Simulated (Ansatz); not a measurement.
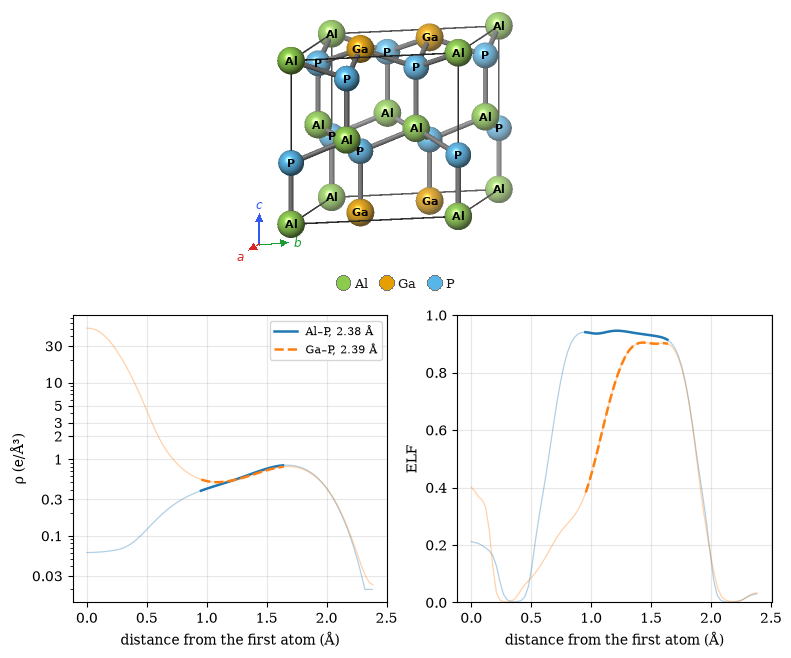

Al₂GaP₃. Valence charge density (pseudo) and ELF along straight lines between neighbouring atoms. Thin, pale parts lie inside the atomic spheres. The structure is drawn too.

Space group P31m; a structure generated by program, which may or may not match a known phase.

These are results of DFT PBE, scalar-relativistic, plane waves, PAW (Ansatz 0.2.0), not measurements.

In a PAW calculation such maps are meaningful between the atoms, not at the nuclei.

Q: Compare the contacts.

A: Al–P (2.38 Å): ρ is about 0.51 e/Å³ halfway; the ELF peaks at about 0.95 between the atoms; a shared electron pair.
Ga–P (2.39 Å): the density is about 0.52 e/Å³ at the midpoint; the ELF peaks at about 0.90 between the atoms: localised, covalent bonding.
